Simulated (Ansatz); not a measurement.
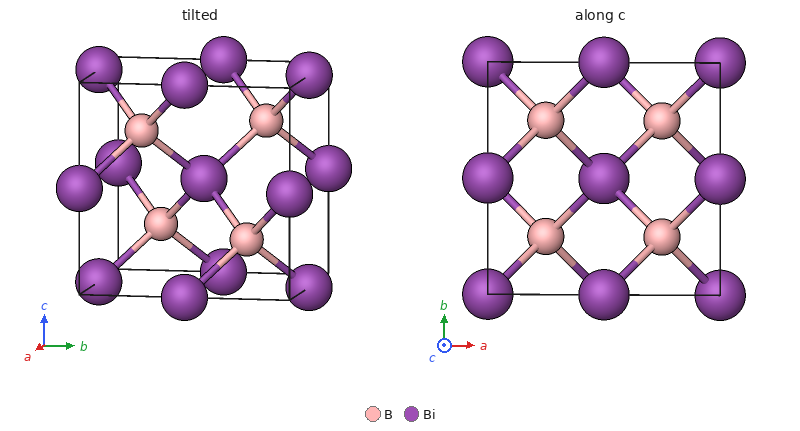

Crystal structure, ball-and-stick style, seen slightly off an axis and along the c axis. The frame is the drawn cell (a repeat of the simulation cell); atoms at its boundary are shown with their periodic copies.

BiB, a = 5.476 Å, b = 5.476 Å, c = 5.476 Å, α = 90.29°, β = 90.29°, γ = 90.29°. Strictly the space group is R3m (No. 160, within 0.01 Å). It is a distorted form of a face-centred cubic structure, space group F-43m (No. 216) within 0.25 Å: zinc blende (sphalerite type). Provenance: a structure type filled with these elements by a generator (whether the compound takes this form wasn't checked). The cell was then strained or its atoms displaced on purpose. It went into a calculation with Ansatz.

This one geometry was computed with Ansatz (DFT, plane waves, PAW) at three levels of theory: r2SCAN, PBE and HSE06. It was relaxed with r2SCAN and then strained.

Q: Which level gives the highest pressure at this volume, and what does that say about its equilibrium volume?

A: Highest: PBE (1.9 GPa), which points to the largest equilibrium volume. Lowest, with the smallest volume: HSE06 (-1.2 GPa). Levels within 0.5 GPa of each other can't be told apart.

Q: How does the band gap change with the level of theory?

A: PBE: a gap of 0.31 eV, direct; r2SCAN: a gap of 0.41 eV, direct; HSE06: a gap of 0.86 eV, indirect.

Q: Collect the results in a table.

A:
| level | cutoff (eV) | k-mesh of the run's cell | gap (eV) | pressure (GPa) |
| --- | --- | --- | --- | --- |
| r2SCAN | 500 | 8×8×8 | 0.41 | 0.6 |
| PBE | 420 | 8×8×8 | 0.31 | 1.9 |
| HSE06 | 420 | 6×6×6 | 0.86 | -1.2 |

Gaps are taken on the k-mesh or band path of each run.
